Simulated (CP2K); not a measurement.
# GFN1-xTB run of CH7FN2Si (SMILES N[SiH](N)CF)

What is the energy change on altering one bond length of CH7FN2Si at GFN1-xTB? 

The calculation is run with CP2K 2026.2.

1 further run of the same task is left out (set aside as unsound or not needed).

## (1) Starting point

The species is CH7FN2Si (12 atoms), meant as a singlet with charge 0. SMILES: `N[SiH](N)CF`. The shape is that of a GFN2-xTB optimisation. This is one conformer, not always the lowest.

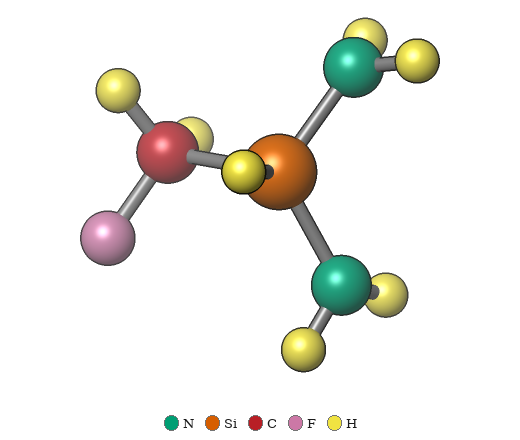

Viewed from a chosen angle; nitrogen teal, silicon orange, carbon red, fluorine pink, hydrogen yellow.

## (2) The energy at GFN1-xTB

run.inp reads:

```
&FORCE_EVAL
  METHOD QUICKSTEP
  &DFT
    &QS
      METHOD XTB
      EPS_DEFAULT 1.0E-10
      &XTB
        GFN_TYPE TBLITE
        &TBLITE
          METHOD GFN1
        &END TBLITE
        CHECK_ATOMIC_CHARGES F
      &END XTB
    &END QS
    &POISSON
      PERIODIC NONE
      POISSON_SOLVER ANALYTIC
    &END POISSON
    &SCF
      SCF_GUESS ATOMIC
      EPS_SCF 1.0E-07
      MAX_SCF 150
      ADDED_MOS 2
      &DIAGONALIZATION
        ALGORITHM STANDARD
      &END DIAGONALIZATION
      &MIXING
        METHOD DIRECT_P_MIXING
        ALPHA 0.4
      &END MIXING
    &END SCF
    &PRINT
      &MOMENTS
        PERIODIC F
        REFERENCE COM
        MAX_MOMENT 1
      &END MOMENTS
      &MO ON
        ENERGIES T
        OCCUPATION_NUMBERS T
        NDIGITS 6
        &EACH
          QS_SCF 0
        &END EACH
        ADD_LAST NUMERIC
      &END MO
      &HIRSHFELD OFF
      &END HIRSHFELD
    &END PRINT
  &END DFT
  &SUBSYS
    &CELL
      ABC 11.6 11.4 11.9
      PERIODIC NONE
    &END CELL
    &COORD
      SCALED T
      N    0.40714224   0.59364737   0.60588277
      Si   0.50694138   0.53177719   0.51589286
      N    0.60622759   0.44325000   0.58180462
      C    0.43976810   0.43146316   0.40357017
      F    0.34680259   0.48713070   0.35342227
      H    0.36816207   0.54331754   0.66429706
      H    0.34956466   0.65074825   0.57373235
      H    0.56739052   0.62968684   0.46334916
      H    0.65319741   0.47809386   0.64453908
      H    0.58739310   0.35897193   0.59924160
      H    0.40582500   0.34925175   0.43753151
      H    0.49949914   0.41027193   0.33570294
    &END COORD
  &END SUBSYS
&END FORCE_EVAL
&GLOBAL
  PROJECT_NAME run
  RUN_TYPE ENERGY
  PRINT_LEVEL MEDIUM
&END GLOBAL
```

Command:

```sh
OMP_NUM_THREADS=1 cp2k.psmp -i run.inp > run.out 2>&1
```

The program printed:

```text
CP2K| version string:                                       CP2K version 2026.2
[...]
 GLOBAL| Method name                                                        CP2K
[...]
 GLOBAL| Run type                                                         ENERGY
[...]
                             - Atoms:                                         12
[...]
                             - Spherical basis functions:                     39
[...]
 Number of electrons:                                                         32
[...]
  *** SCF run converged in    14 steps ***
[...]
  Fermi energy:                                                -0.18231146756165
[...]
 TB_DIPOLE| Moment [Debye]          1.08391126      -0.85328961       2.51184092
 TB_DIPOLE| Derivative [a.u.]       0.00000000       0.00000000       0.00000000
[...]
 ENERGY| Total FORCE_EVAL ( QS ) energy [hartree]            -19.363710320198198
[...]
```

Run time: 0.47 s. Hardware: 1 thread of Arm Neoverse N1, shared host; peak memory 0.14 GiB.

## (3) The distorted shape

gas.inp reads:

```
&GLOBAL
 PROJECT gas
 RUN_TYPE ENERGY
 PRINT_LEVEL MEDIUM
&END GLOBAL

&FORCE_EVAL
 METHOD QUICKSTEP
 &DFT
  &QS
   METHOD XTB
   EPS_DEFAULT 1.0E-10
   &XTB
    GFN_TYPE TBLITE
    &TBLITE
     METHOD GFN1
    &END TBLITE
    CHECK_ATOMIC_CHARGES F
   &END XTB
  &END QS
  &POISSON
   PERIODIC NONE
   POISSON_SOLVER ANALYTIC
  &END POISSON
  &SCF
   SCF_GUESS ATOMIC
   EPS_SCF 1.0E-07
   MAX_SCF 150
   ADDED_MOS 2
   &DIAGONALIZATION
    ALGORITHM STANDARD
   &END DIAGONALIZATION
   &MIXING
    METHOD DIRECT_P_MIXING
    ALPHA 0.4
   &END MIXING
  &END SCF
  &PRINT
   &MOMENTS
    PERIODIC F
    REFERENCE COM
    MAX_MOMENT 1
   &END MOMENTS
   &MO ON
    ENERGIES T
    OCCUPATION_NUMBERS T
    NDIGITS 6
    &EACH
     QS_SCF 0
    &END EACH
    ADD_LAST NUMERIC
   &END MO
   &HIRSHFELD OFF
   &END HIRSHFELD
  &END PRINT
 &END DFT
 &SUBSYS
  &CELL
   ABC 11.6 11.9 11.9
   PERIODIC NONE
  &END CELL
  &COORD
   SCALED T
   N    0.40714224   0.57166202   0.60588277
   Si   0.50694138   0.51239143   0.51589286
   N    0.60622759   0.42758387   0.58180462
   C    0.43976810   0.41629227   0.40357017
   F    0.34680259   0.46962084   0.35342227
   H    0.36816207   0.52344689   0.66429706
   H    0.34956466   0.62636370   0.57373235
   H    0.60366009   0.66246487   0.43182286
   H    0.65319741   0.46096370   0.64453908
   H    0.58739310   0.34684689   0.59924160
   H    0.40582500   0.33753513   0.43753151
   H    0.49949914   0.39599143   0.33570294
  &END COORD
 &END SUBSYS
&END FORCE_EVAL
```

Command:

```sh
OMP_NUM_THREADS=1 cp2k.psmp gas.inp > gas.out
```

The program printed:

```text
CP2K| version string:                                       CP2K version 2026.2
[...]
 GLOBAL| Method name                                                        CP2K
[...]
 GLOBAL| Run type                                                         ENERGY
[...]
                             - Atoms:                                         12
[...]
                             - Spherical basis functions:                     39
[...]
 Number of electrons:                                                         32
[...]
  *** SCF run converged in    14 steps ***
[...]
  Fermi energy:                                                -0.25644333143657
[...]
 TB_DIPOLE| Moment [Debye]          0.33823222      -1.98135603       2.99418463
 TB_DIPOLE| Derivative [a.u.]       0.00000000       0.00000000       0.00000000
[...]
 ENERGY| Total FORCE_EVAL ( QS ) energy [hartree]            -19.279234720216280
[...]
```

Run time: 0.45 s. Hardware: 1 thread of Arm Neoverse N1, shared host; peak memory 0.14 GiB.

## (4) Summary of results

At GFN1-xTB:

```
                                                          quantity         value
                                         first shape: total energy  -19.36371 Eh
            first shape: dipole moment (from atomic charges alone)        2.87 D
                                          first shape: HOMO energy     -11.00 eV
                                          first shape: LUMO energy      -4.08 eV
                                        first shape: HOMO–LUMO gap       6.92 eV
                                     distorted shape: total energy  -19.27923 Eh
        distorted shape: dipole moment (from atomic charges alone)        3.61 D
                                      distorted shape: HOMO energy     -10.78 eV
                                      distorted shape: LUMO energy      -6.10 eV
                                    distorted shape: HOMO–LUMO gap       4.68 eV
energy change with the Si2–H8 bond stretched from 1.459 to 2.334 Å      2.299 eV
```

One bond (distorted shape) is far stretched, which a spin-restricted single reference describes badly. With the Si2–H8 bond stretched from 1.459 to 2.334 Å the energy rises by 2.30 eV (53 kcal/mol). The first shape isn't relaxed at this level, so the change isn't measured from a minimum. A restricted reference can't describe the breaking bond well at this length. The dipole (first shape) comes from point charges on the atoms alone, without atomic dipoles, so it is partial. The dipole (distorted shape) comes from point charges on the atoms alone, without atomic dipoles, so it is partial.
